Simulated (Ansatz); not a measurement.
The cell holds a phase that need not be the ambient bulk phase of that material.

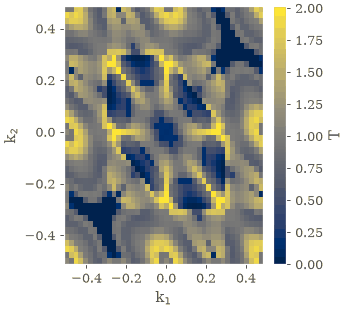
Fig. 1. Transmission at the Fermi level over the two-dimensional zone; Ansatz (a program for electronic structure) with PBE

The map is at the Fermi level alone, on a potential converged at a Fermi-Dirac width of 0.05 eV. Resistances leave out the leads' Sharvin resistance. Spin-orbit coupling is left out.

Task: The junction is: extrinsic stacking fault in fcc Os. What is its mean over the zone, and how much of the current passes where both |k₁| and |k₂| are under 0.15?

Result: The mean is 0.96 a cell and spin; 8 % of the sum lies near the centre.
